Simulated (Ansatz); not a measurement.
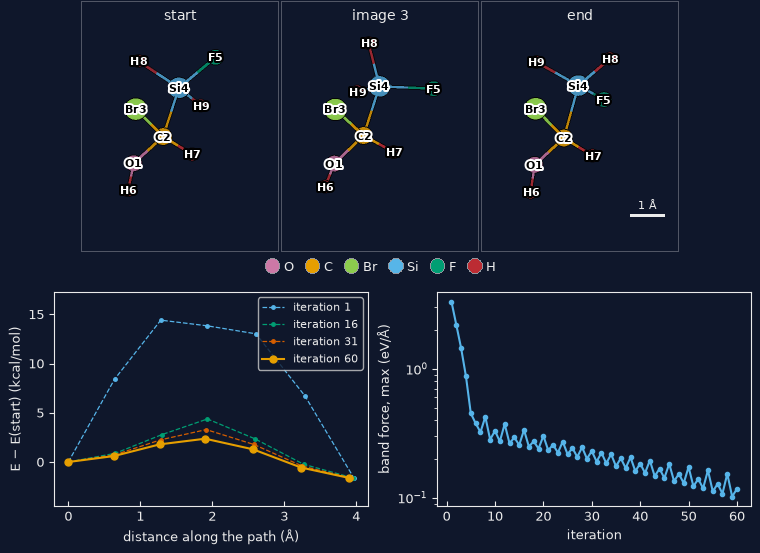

A search for the minimum-energy path of CH4BrFOSi by the nudged elastic band. Images are numbered from 0 (start) to 6 (end). The plot follows the band through its iterations. A ball-and-stick model, seen from a free direction.

Theory: RKS PBE-D4/def2-SVP (Ansatz 0.2.0). Settings: 5 movable images; climbing image; force threshold 0.03 eV/Å; iteration limit 60; optimiser L-BFGS; largest step 0.02 Å; starting path through a guess of the saddle point.

### Did the band converge, and can the barrier be trusted?

The result isn't final. The band hadn't converged when the run stopped after 60 iterations. The largest component of the band force went from 3.3 to 0.12 eV/Å. The barrier read from it is provisional, though the highest image hardly moved in the last two iterations. The step length is far from the usual. The first iteration put the highest image at 14.41 kcal/mol. The energy climbs by 2.37 kcal/mol to image 3 and then falls by 3.98 kcal/mol, so the end point sits at −1.62 kcal/mol.

Cost: 6.2 min on 2 threads of Intel(R) Xeon(R) Platinum 8488C (Sapphire Rapids), on a shared host, peak memory 0.19 GiB.
